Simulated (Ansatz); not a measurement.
```xyz
2
charge 0, multiplicity 6
Tc    0.0000    0.0000    0.0000
Si    0.0000    0.0000    2.2448
```

Geometry: a fixed input geometry, not necessarily a minimum. Other spin states may lie lower.

What structure does this define?

Formula TcSi. It is an open-shell species.

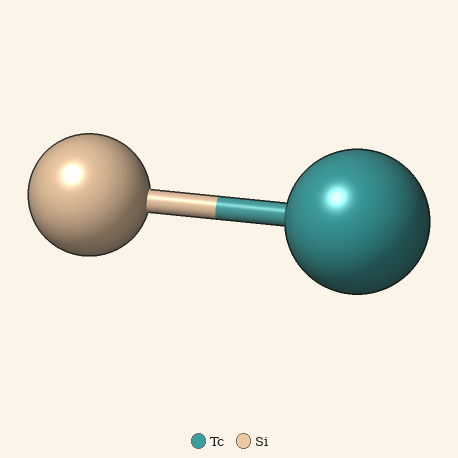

Simulated data, not a measurement (program: Ansatz).
